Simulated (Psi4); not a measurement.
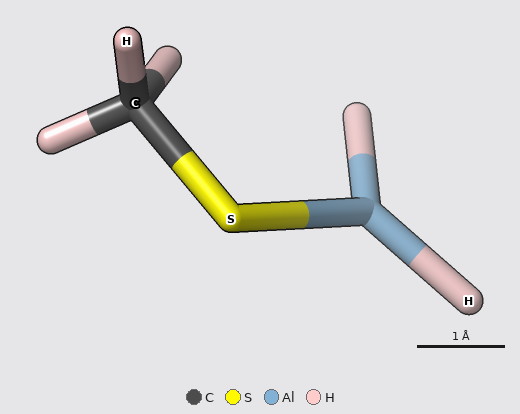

The structure (stick view, seen at a tilt). Sticks mark near contacts. Bond lengths as drawn: Al–H 1.58 Å, Al–S 2.17 Å, C–H 1.09 Å and C–S 1.82 Å.

# Run report: CH₅AlS, energy and gradient calculation

- system: CH₅AlS, SMILES C[S][AlH2]
- method: HF/def2-SVPD, RHF (Psi4 1.11)

The geometry comes from this level: PBE0-D4/def2-TZVP.

What the program printed:
```
[ 0.00497634  0.00139811 -0.00180426]
 [-0.00651847  0.00474341 -0.00159697]
 [-0.00117229 -0.00079868 -0.00098745]
 [ 0.00233326 -0.00096973  0.00012979]
 [-0.00071406  0.00062509  0.00139194]
 [ 0.00108325  0.00173869 -0.00124895]
 [-0.00065613 -0.00152187  0.00103448]]

    h
    h
    h

    -----------------------------------------------------------------------

    Memory:     1.5 GiB
    Threads:    1
                ecpint, einsums, f̶o̶r̶t̶e̶, gauxc, gcp, g̶d̶m̶a̶, geometric, g̶p̶u̶_̶d̶f̶c̶c̶,
                i̶n̶t̶e̶g̶r̶a̶t̶o̶r̶x̶x̶, i̶p̶i̶, libefp, m̶d̶i̶, m̶p̶2̶d̶, m̶r̶c̶c̶, ooo,
                o̶p̶e̶n̶f̶e̶r̶m̶i̶o̶n̶p̶s̶i̶4̶, pcmsolver, p̶s̶i̶4̶f̶o̶c̶k̶c̶i̶, p̶s̶i̶x̶a̶s̶,
                p̶y̶e̶i̶n̶s̶u̶m̶s̶, r̶e̶s̶p̶, s̶i̶m̶i̶n̶t̶, s̶n̶s̶m̶p̶2̶,
                v̶2̶r̶d̶m̶_̶c̶a̶s̶s̶c̶f̶

gradient() will perform analytic gradient computation.

   => Loading Basis Set <=

    Name: DEF2-SVPD
    Role: ORBITAL
    Keyword: BASIS

         ---------------------------------------------------------
                                   SCF
                              RHF Reference
                        1 Threads,   1525 MiB Core
         ---------------------------------------------------------

  ==> Geometry <==

    Molecular point group: c1
    Full point group: C1

    Geometry (in Angstrom), charge = 0, multiplicity = 1:

       Center              X                  Y                   Z               Mass
    ------------   -----------------  -----------------  -----------------  -----------------
         C           -0.470755485467     1.551117101698    -0.844221684305    12.000000000000
         S           -0.836055485467     0.055117101698     0.129178315695    31.972071174400
         AL           1.113544514533    -0.874482898302     0.311178315695    26.981538530000
         H           -1.049855485467     1.518817101698    -1.766221684305     1.007825032230
         H            0.588744514533     1.623217101698    -1.088121684305     1.007825032230
         H           -0.766255485467     2.425517101698    -0.265921684305     1.007825032230
         H            2.342144514533    -0.139382898302    -0.368221684305     1.007825032230
         H            1.201444514533    -2.233882898302     1.111578315695     1.007825032230

  Running in c1 symmetry.

  Rotational constants: A =      0.51603  B =      0.14110  C =      0.11317 [cm^-1]
  Rotational constants: A =  15470.14539  B =   4230.18130  C =   3392.72273 [MHz]
  Nuclear repulsion =  134.572350751867305

  Charge       = 0
  Multiplicity = 1
  Electrons    = 40
  Nalpha       = 20
  Nbeta        = 20

  ==> Algorithm <==

  SCF Algorithm Type is DF.
  DIIS enabled.
  MOM disabled.
  Fractional occupation disabled.
  Guess Type is GWH.
  Energy threshold   = 1.00e-08
  Density threshold  = 1.00e-08
  Integral threshold = 1.00e-12

  ==> Primary Basis <==

  Basis Set: DEF2-SVPD
    Blend: DEF2-SVPD
    Number of shells: 49
    Number of basis functions: 111
    Number of Cartesian functions: 117
    Spherical Harmonics?: true
    Max angular momentum: 2

   => Loading Basis Set <=

    Name: (DEF2-SVPD AUX)
    Role: JKFIT
    Keyword: DF_BASIS_SCF

  ==> Integral Setup <==

  DFHelper Memory: AOs need 0.042 GiB; user supplied 1.118 GiB.
  SCF_SUBTYPE=INCORE selected. In-core MEM_DF algorithm will be used.
  Using in-core AOs.

  ==> MemDFJK: Density-Fitted J/K Matrices <==

    J tasked:                   Yes
    K tasked:                   Yes
    wK tasked:                   No
    Memory [MiB]:              1144
    Algorithm:                 Core
    Schwarz Cutoff:           1E-12
    Mask sparsity (%):       0.6980
    Fitting Condition:        1E-10

   => Auxiliary Basis Set <=

  Basis Set: (DEF2-SVPD AUX)
    Blend: DEF2-UNIVERSAL-JKFIT
    Number of shells: 131
    Number of basis functions: 421
    Number of Cartesian functions: 499
    Spherical Harmonics?: true
    Max angular momentum: 4

  Minimum eigenvalue in the overlap matrix is 4.3698773961E-04.
  Reciprocal condition number of the overlap matrix is 5.2133576313E-05.
    Using symmetric orthogonalization.

  ==> Pre-Iterations <==

  SCF Guess: Generalized Wolfsberg-Helmholtz applied to core Hamiltonian.

   -------------------------------------------------------
    Irrep   Nso     Nmo     Nalpha   Nbeta   Ndocc  Nsocc
   -------------------------------------------------------
     A        111     111      20      20      20       0
   -------------------------------------------------------
    Total     111     111      20      20      20       0
   -------------------------------------------------------

  ==> Iterations <==

                           Total Energy        Delta E     RMS |[F,P]|

   @DF-RHF iter   1:  -669.01466826139597   -6.69015e+02   5.76252e-02 ADIIS/DIIS
   @DF-RHF iter   2:  -669.23356402679678   -2.18896e-01   2.02840e-02 ADIIS/DIIS
   @DF-RHF iter   3:  -671.14096783726131   -1.90740e+00   2.61685e-02 ADIIS/DIIS
   @DF-RHF iter   4:  -678.93947925371447   -7.79851e+00   9.03890e-03 ADIIS/DIIS
   @DF-RHF iter   5:  -679.96506310715586   -1.02558e+00   2.11367e-03 ADIIS/DIIS
   @DF-RHF iter   6:  -680.02549734414799   -6.04342e-02   5.04681e-04 ADIIS/DIIS
   @DF-RHF iter   7:  -680.02948274494292   -3.98540e-03   1.24461e-04 ADIIS/DIIS
   @DF-RHF iter   8:  -680.02977847153977   -2.95727e-04   4.13837e-05 DIIS
   @DF-RHF iter   9:  -680.02980257183572   -2.41003e-05   1.88944e-05 DIIS
   @DF-RHF iter  10:  -680.02980691302423   -4.34119e-06   6.85343e-06 DIIS
   @DF-RHF iter  11:  -680.02980769736666   -7.84342e-07   1.11651e-06 DIIS
   @DF-RHF iter  12:  -680.02980772551632   -2.81497e-08   3.66068e-07 DIIS
   @DF-RHF iter  13:  -680.02980772850844   -2.99212e-09   1.12056e-07 DIIS
   @DF-RHF iter  14:  -680.02980772885326   -3.44812e-10   2.66344e-08 DIIS
   @DF-RHF iter  15:  -680.02980772887270   -1.94404e-11   5.01155e-09 DIIS
  Energy and wave function converged.

  ==> Post-Iterations <==

    Orbital Energies [Eh]
    ---------------------

    Doubly Occupied:

       1A    -91.907338     2A    -58.470504     3A    -11.267535
       4A     -8.941332     5A     -6.629263     6A     -6.627797
       7A     -6.626734     8A     -4.902157     9A     -3.221072
      10A     -3.218905    11A     -3.217674    12A     -1.023752
      13A     -0.844952    14A     -0.610433    15A     -0.592429
      16A     -0.548027    17A     -0.491356    18A     -0.436120
      19A     -0.403272    20A     -0.361947

    Virtual:

      21A      0.051216    22A      0.061268    23A      0.092033
      24A      0.095035    25A      0.113252    26A      0.118444
      27A      0.122159    28A      0.140247    29A      0.153387
      30A      0.169387    31A      0.184815    32A      0.186678
      33A      0.215958    34A      0.230015    35A      0.240389
      36A      0.257909    37A      0.268700    38A      0.273567
      39A      0.276817    40A      0.289461    41A      0.307056
      42A      0.322212    43A      0.332043    44A      0.350249
      45A      0.362272    46A      0.370285    47A      0.385721
      48A      0.393032    49A      0.412380    50A      0.418749
      51A      0.444624    52A      0.461952    53A      0.467361
      54A      0.471504    55A      0.486841    56A      0.495803
      57A      0.502162    58A      0.515489    59A      0.533972
      60A      0.542839    61A      0.551066    62A      0.585758
      63A      0.600600    64A      0.609465    65A      0.617398
      66A      0.664833    67A      0.731261    68A      0.767052
      69A      0.785093    70A      0.790874    71A      0.836620
      72A      0.852661    73A      0.876879    74A      0.977232
      75A      1.025373    76A      1.052167    77A      1.061576
      78A      1.093092    79A      1.113124    80A      1.143494
      81A      1.163515    82A      1.197577    83A      1.225123
      84A      1.248262    85A      1.298373    86A      1.299578
      87A      1.324072    88A      1.349385    89A      1.369376
      90A      1.599675    91A      1.632734    92A      1.807187
      93A      1.875677    94A      1.926687    95A      1.975640
      96A      2.022535    97A      2.031244    98A      2.058063
      99A      2.138176   100A      2.161844   101A      2.319365
     102A      2.328195   103A      2.341092   104A      2.365433
     105A      2.494194   106A      2.599523   107A      2.812107
     108A      2.820856   109A      3.132489   110A      3.390248
     111A      3.404857

    Final Occupation by Irrep:
              A
    DOCC [    20 ]
    NA   [    20 ]
    NB   [    20 ]

  @DF-RHF Final Energy:  -680.02980772887270

   => Energetics <=

    Nuclear Repulsion Energy =            134.5723507518673046
    One-Electron Energy =               -1208.5191131880740159
    Two-Electron Energy =                 393.9169547073339572
    Total Energy =                       -680.0298077288726972

Computation Completed

Properties will be evaluated at   0.000000,   0.000000,   0.000000 [a0]

Properties computed using the SCF density matrix

 Multipole Moments:

 ------------------------------------------------------------------------------------
     Multipole            Electronic (a.u.)      Nuclear  (a.u.)        Total (a.u.)
 ------------------------------------------------------------------------------------

 L = 1.  Multiply by 2.5417464519 to convert [e a0] to [Debye]
 Dipole X            :         -0.7325114            1.1166025            0.3840910
 Dipole Y            :         -3.4147113            3.8070121            0.3923008
 Dipole Z            :          2.2020470           -2.5134631           -0.3114161
 Magnitude           :                                                    0.6311940

 ------------------------------------------------------------------------------------

	total time  =          1 seconds =       0.02 minutes

         ------------------------------------------------------------
                                   SCF GRAD
         ------------------------------------------------------------

  ==> Geometry <==

    Molecular point group: c1
    Full point group: C1

    Geometry (in Angstrom), charge = 0, multiplicity = 1:

       Center              X                  Y                   Z               Mass
    ------------   -----------------  -----------------  -----------------  -----------------
         C           -0.470755485467     1.551117101698    -0.844221684305    12.000000000000
         S           -0.836055485467     0.055117101698     0.129178315695    31.972071174400
         AL           1.113544514533    -0.874482898302     0.311178315695    26.981538530000
         H           -1.049855485467     1.518817101698    -1.766221684305     1.007825032230
         H            0.588744514533     1.623217101698    -1.088121684305     1.007825032230
         H           -0.766255485467     2.425517101698    -0.265921684305     1.007825032230
         H            2.342144514533    -0.139382898302    -0.368221684305     1.007825032230
         H            1.201444514533    -2.233882898302     1.111578315695     1.007825032230

  Nuclear repulsion =  134.572350751867305

  ==> Basis Set <==

  Basis Set: DEF2-SVPD
    Blend: DEF2-SVPD
    Number of shells: 49
    Number of basis functions: 111
    Number of Cartesian functions: 117
    Spherical Harmonics?: true
    Max angular momentum: 2

  ==> DFJKGrad: Density-Fitted SCF Gradients <==

    Gradient:                    1
    J tasked:                  Yes
    K tasked:                  Yes
    wK tasked:                  No
    Integrals threads:           1
    Memory [MiB]:             1144
    Schwarz Cutoff:          1E-12
    Fitting Condition:       1E-10

   => Auxiliary Basis Set <=

  Basis Set: (DEF2-SVPD AUX)
    Blend: DEF2-UNIVERSAL-JKFIT
    Number of shells: 131
    Number of basis functions: 421
    Number of Cartesian functions: 499
    Spherical Harmonics?: true
    Max angular momentum: 4

  -Total Gradient:
     Atom            X                  Y                   Z
    ------   -----------------  -----------------  -----------------
       1        0.000668106264    -0.005215027030     0.003081416737
       2        0.004976337077     0.001398111810    -0.001804264249
       3       -0.006518474884     0.004743411186    -0.001596965511
       4       -0.001172294839    -0.000798680874    -0.000987447340
       5        0.002333260105    -0.000969726716     0.000129794647
       6       -0.000714059819     0.000625092575     0.001391936148
       7        0.001083253635     0.001738688293    -0.001248954338
       8       -0.000656127543    -0.001521869243     0.001034483903

	total time  =          0 seconds =       0.00 minutes
```

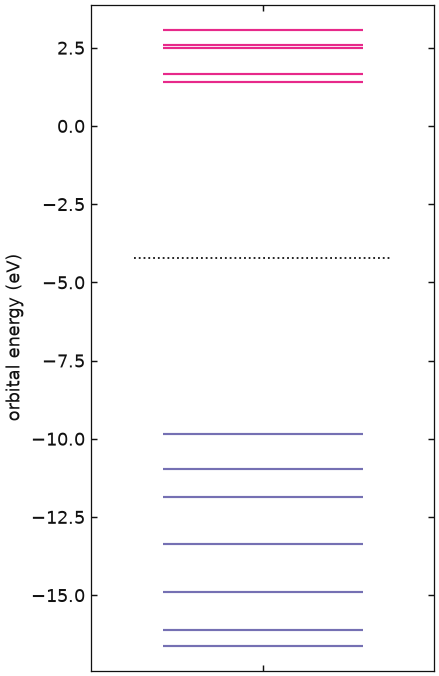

Orbital energies near the frontier; the dotted line parts filled from empty levels, and levels within 0.02 eV of each other stand side by side. Highest filled −9.85 eV, lowest empty 1.39 eV, 11.24 eV apart.

The run was set up as follows.

Input file (ch5als.py):
```python
import psi4

psi4.set_memory('1600 MB')
psi4.set_num_threads(1)
psi4.set_output_file('run.log', False)

m = psi4.geometry("""
C     -0.724600     1.053200    -0.503600
S     -1.089900    -0.442800     0.469800
Al     0.859700    -1.372400     0.651800
H     -1.303700     1.020900    -1.425600
H      0.334900     1.125300    -0.747500
H     -1.020100     1.927600     0.074700
H      2.088300    -0.637300    -0.027600
H      0.947600    -2.731800     1.452200
symmetry c1
""")

psi4.set_options({
    'basis': 'def2-SVPD',
    'scf_type': 'df',
    'guess': 'gwh',
})

result = psi4.gradient("scf", molecule=m)
print('gradient / Eh bohr^-1')
print(result.np.round(6))
for k, v in sorted(psi4.core.scalar_variables().items()):
    print(f'{k:45s} {v:18.10f}')
```

Run as:
```bash
python ch5als.py
```

Summary:

| quantity | value |
| --- | --- |
| outcome | converged |
| total energy | −680.029808 hartree |
| basis functions | 111 |
| largest force | 0.423 eV/Å |
| HOMO | −9.85 eV |
| LUMO | 1.39 eV |
| dipole moment | 1.60 D |
| hardware | 1 thread of INTEL XEON PLATINUM @ 2.30GHz (Emerald Rapids), 24 GiB of memory available, shared host |
| wall time | 1.9 s |
| peak memory | 0.24 GiB |
